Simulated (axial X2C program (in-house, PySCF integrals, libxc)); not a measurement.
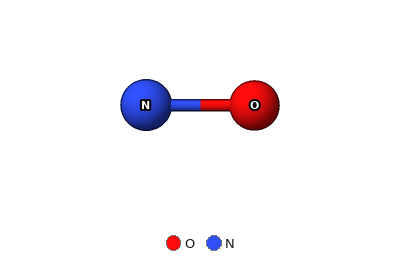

The molecule at the reference distance of 1.141 Å.

**Run report: ON, relativistic diatomic calculation**

System: ON, single determinant with Ω = 1/2. The distance is the PBE0 minimum at charge 0.
Method: expectation values, HF and Kohn-Sham, two-component X2C with atomic mean-field Coulomb and Gaunt terms, O dyall-av3z, N dyall-av3z (cores contracted) (axial X2C program (in-house, PySCF integrals, libxc)).

Results in brief:

| quantity | value |
| --- | --- |
| outcome | converged |
| hardware | 1 thread of Arm Neoverse N1, 98 GiB of memory available, shared host |
| wall time | 2.1 s |
| peak memory | 0.22 GiB |

Input file:
```
{"zs": [8, 7], "q": 0, "bas": ["dyall-av3z", "dyall-av3z"], "r0": 1.17, "levels": ["PBE0", "HF", "LDA", "r2SCAN", "PBE"], "nst": 3}
```

The line is the task of a batch: nuclear charges, charge, bases, the levels to run, a first guess of the distance and further settings. This report covers the levels named above. The log is that of the reference distance.

Launched within a batch (the task file carries these settings):
```bash
python <driver script> task.json out
```

The program's output:
```
two-component X2C + atomic mean field  PBE0
basis functions 111  fitting functions 573  grid points 4342
iter        total energy     max residual
   1       -119.638468682     3.14e+00
   2       -129.710913763     1.34e-01
   3       -129.600085993     1.97e-01
   4       -129.841605082     1.05e-01
   5       -129.886972470     4.24e-03
   6       -129.887118551     1.04e-03
   7       -129.887124481     3.45e-04
   8       -129.887125225     9.66e-05
   9       -129.887125430     5.55e-05
  10       -129.887125457     6.56e-06
  11       -129.887125458     9.68e-07
converged
one-electron -228.42241169  Coulomb 87.80044796  exact exchange -3.67774843  xc functional -11.55236923  nuclear repulsion 25.97188765  atomic mean-field constant -0.00693173
```

Expectation values by level of theory:

| quantity | PBE0 | HF | LDA | r2SCAN | PBE |
| --- | --- | --- | --- | --- | --- |
| effective field for an electron dipole moment (GV/cm) | 0.000917 | 0.00305 | 0.000935 | 0.000277 | 0.000872 |
| field gradient at the first nucleus (a.u.) | 0.201 | 0.280 | 0.164 | 0.204 | 0.188 |
| field gradient at the second nucleus (a.u.) | −0.476 | −0.650 | −0.416 | −0.445 | −0.418 |
| A∥/gI, first nucleus (MHz) | 513 | 525 | 554 | 486 | 523 |
| A∥/gI, second nucleus (MHz) | 498 | 434 | 532 | 450 | 499 |

Each column comes from one determinant, in a basis with contracted cores. The spread over the levels shows only part of the uncertainty.

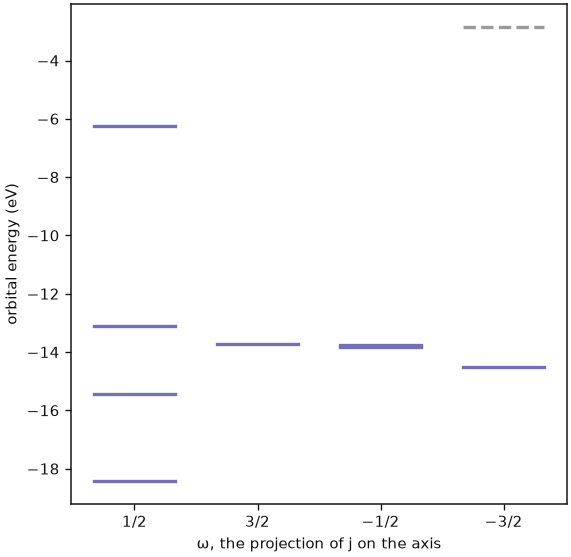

Orbital energies (PBE0) near the frontier at 1.14 Å, filled (solid) and empty (dashed). The highest filled spinor (1/2; 46 % N p, 28 % O p) lies at −6.26 eV, the lowest empty one (−3/2; 45 % N p, 27 % O p) at −2.84 eV.
